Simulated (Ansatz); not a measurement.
C2H7FGaN

Input

```
crystal:
  periodic: [false, false, false]
  atoms:
    - {symbol: C, position_ang: [-1.240203, 0.149640, 0.672271]}
    - {symbol: N, position_ang: [0.070323, 0.009396, 0.069386]}
    - {symbol: Ga, position_ang: [1.354263, 1.318414, 0.120640]}
    - {symbol: C, position_ang: [0.240687, -1.159040, -0.688870]}
    - {symbol: F, position_ang: [-0.476064, -1.110504, -1.894595]}
    - {symbol: H, position_ang: [-1.464480, -0.704468, 1.324176]}
    - {symbol: H, position_ang: [-1.281006, 1.055205, 1.279519]}
    - {symbol: H, position_ang: [-2.030843, 0.212587, -0.082517]}
    - {symbol: H, position_ang: [0.999053, 2.588313, 0.952984]}
    - {symbol: H, position_ang: [2.678995, 0.984726, -0.630560]}
    - {symbol: H, position_ang: [1.290383, -1.299284, -0.957742]}
    - {symbol: H, position_ang: [-0.141107, -2.044996, -0.164692]}
basis:
  gaussian: {orbitals: def2-TZVPP}
hamiltonian: {xc: pbe0, dispersion: d4}
output: {orbitals: {seedname: orbitals}}
```

Command:

```sh
ansatz run in.yaml --threads 4 --pin off --events-out ev --progress --plain --max-ram 10444MiB
```

Geometry: PBE0-D4/def2-TZVP.

Level of theory: RKS PBE0-D4/def2-TZVPP (Ansatz 0.2.0).

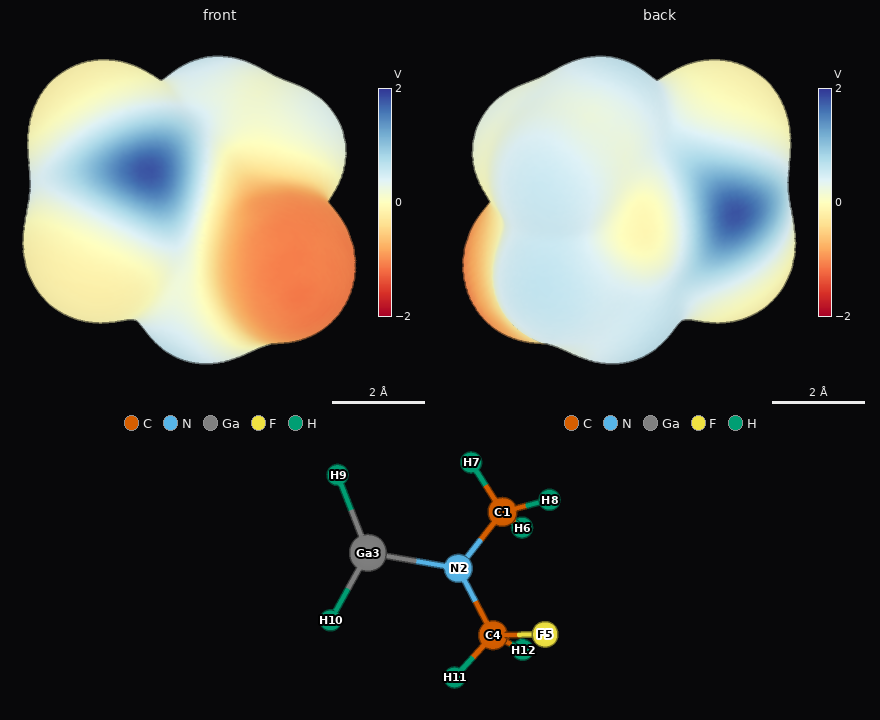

Figure 1. The electrostatic potential painted on the density surface at 0.001 e/bohr³, seen from the front and from behind; the colour scale runs from red (negative) to blue (positive). The bare structure is drawn below in the same view.

**Where is the surface potential most negative and most positive?**

The most negative region (about −1.1 V) lies over F5, the most positive (about +1.7 V) over Ga3.

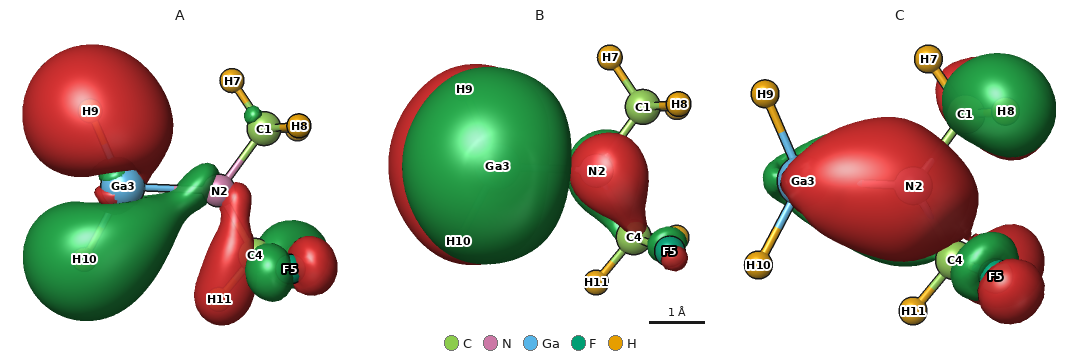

Figure 2. Three frontier orbitals at ±0.08 Å⁻³ᐟ² (green and red are the two phases), in no order.

**Order the three orbitals by energy and name them.**

A is the HOMO−1 (−8.77 eV). Its weight (Hirshfeld) is mainly on Ga3 (about 35 %), H9 (about 30 %) and H10 (about 20 %). C is the HOMO (−7.15 eV). It lies mainly on N2 (about 50 %), Ga3 (about 10 %), C1 (about 10 %) and C4 (about 5 %). B is the LUMO (−1.17 eV). Its weight (Hirshfeld) is mainly on Ga3 (about 75 %) and N2 (about 10 %).

**What is the HOMO–LUMO gap?**

5.98 eV between the orbital energies.

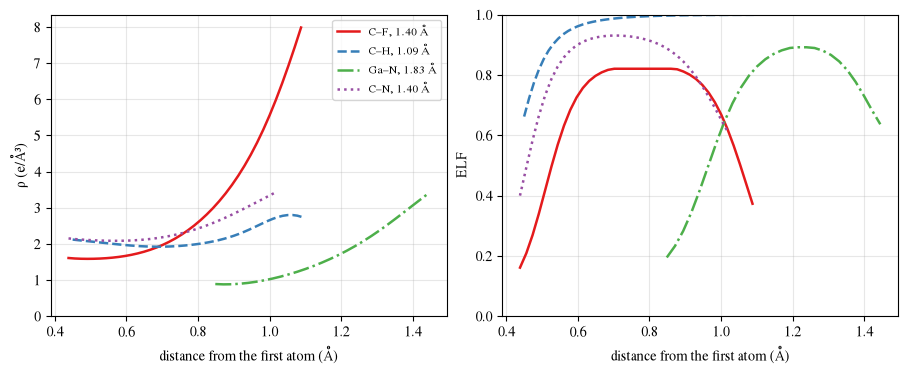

Figure 3. Electron density and ELF along straight lines between neighbouring atoms. The curves leave out the atomic cores.

**Compare the contacts.**

C–F (1.40 Å): the density is about 2 e/Å³ at the midpoint, with its minimum of 1.6 e/Å³ about 0.5 Å from C; the ELF peaks at about 0.80 between the atoms (a shared but strongly polarised pair).
C–H (1.09 Å): ρ is about 2 e/Å³ halfway; the ELF climbs to about 1 towards the hydrogen, as it does in any bond to H: a covalent bond by its length.
Ga–N (1.83 Å): ρ is about 0.9 e/Å³ halfway; the ELF peaks at about 0.90 in the valence shell of N, 0.6 Å from its nucleus, and is about 0.35 at the midpoint.
C–N (1.40 Å): the density is about 2.2 e/Å³ at the midpoint; the ELF peaks at about 0.95 between the atoms; localised, covalent bonding.
